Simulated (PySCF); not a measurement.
## SiBrCl3: frequency calculation

The run: frequency calculation of SiBrCl3. Method and program: PBE0/pcSseg-1 displacements along normal modes, gas phase (PySCF 2.14.0).

The input sets isotopic masses.

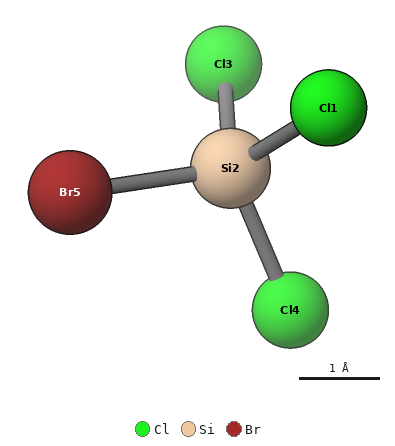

The structure as given in the input (ball-and-stick view, seen at a tilt; atoms are numbered from 1 in the order of the input).

Input:
```
{"job": {"xc": "PBE0", "basis": "pcSseg-1", "grid": 2, "temperatures": [298.15, 500], "kind": "vib", "mass_numbers": [37, 28, 35, 35, 79]}, "charge": 0, "multiplicity": 1}
Cl    -0.231412     1.685250    -1.148336
Si    -0.017014     0.003681    -0.022663
Cl    -1.326001     0.070137     1.533935
Cl    -0.425983    -1.625895    -1.170737
Br     2.034898    -0.121762     0.739060
```

The first line tells a small driver script what to run in PySCF; the rest is the geometry in Å.

Launched with:
```bash
OMP_NUM_THREADS=1 python <driver script> task.json out
```

The program's output:
```
mode    cm-1    km/mol   phi_rrr   E(+)/cm-1  E(-)/cm-1
  1    127.44     0.05      -6.9      22.69      23.20
  2    128.11     0.04       7.3      23.30      22.83
  3    186.74     4.95       2.1      33.69      33.54
  4    202.36     5.80       2.7      36.53      36.34
  5    202.64     5.71       0.9      36.53      36.45
  6    366.61     8.65      36.4      67.32      64.69
  7    558.29   192.67     -42.9      98.99     102.08
  8    613.59   190.01      71.1     113.11     108.00
  9    617.04   191.25       9.0     111.52     110.87
```

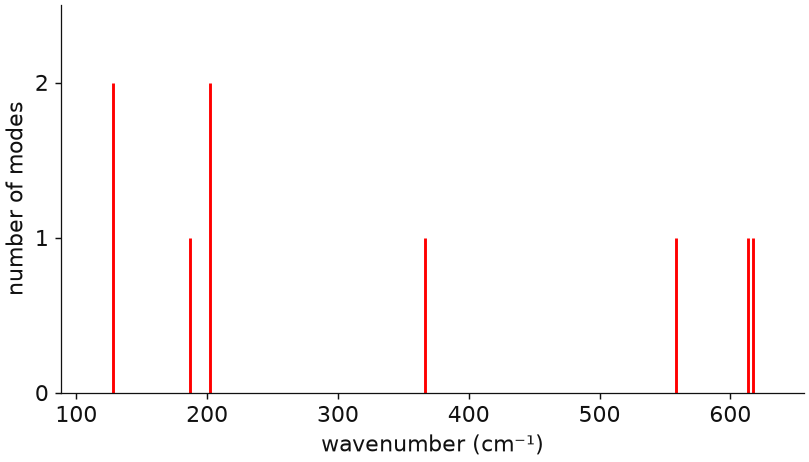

Harmonic vibrational wavenumbers from the force constants; neighbouring modes closer than 3 cm⁻¹ are counted in one stick. 9 modes from 127 to 617 cm⁻¹, none imaginary.

Results in brief:

- outcome: converged
- wavenumbers, lowest and highest: 127 and 617 cm⁻¹
- hardware: 1 CPU thread, shared host
- wall time: 3.6 min
- peak memory: 0.73 GiB
